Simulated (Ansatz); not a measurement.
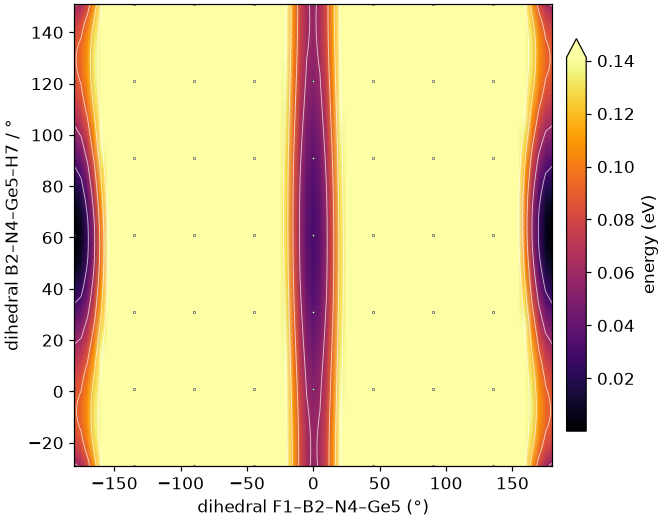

BClFGeH4N, SMILES FB(Cl)[NH][GeH3]. First axis: dihedral F1–B2–N4–Ge5. Second axis: dihedral B2–N4–Ge5–H7. Nothing is relaxed (all other coordinates rigid). The scan uses an 8 × 7 grid. All energies are given in eV relative to the lowest grid point. Level of theory: RKS PBE0-D4/def2-SVP in Ansatz.

The picture shows a smooth colour map with a few white contour lines, dots at the grid points, one colour for all values above the top of the scale. Between grid points the surface is interpolated.

Where is the minimum, and how stiff is the well along each coordinate?

Answer. The interpolated minimum is at dihedral F1–B2–N4–Ge5 ≈ −180°, dihedral B2–N4–Ge5–H7 ≈ 61°. The curvatures there are about 1.6 eV/rad² and 0.34 eV/rad², with a cross term of about 0.07 eV/rad². Round the minimum the two coordinates are weakly coupled (coupling 0.10 in units of the two stiffnesses).
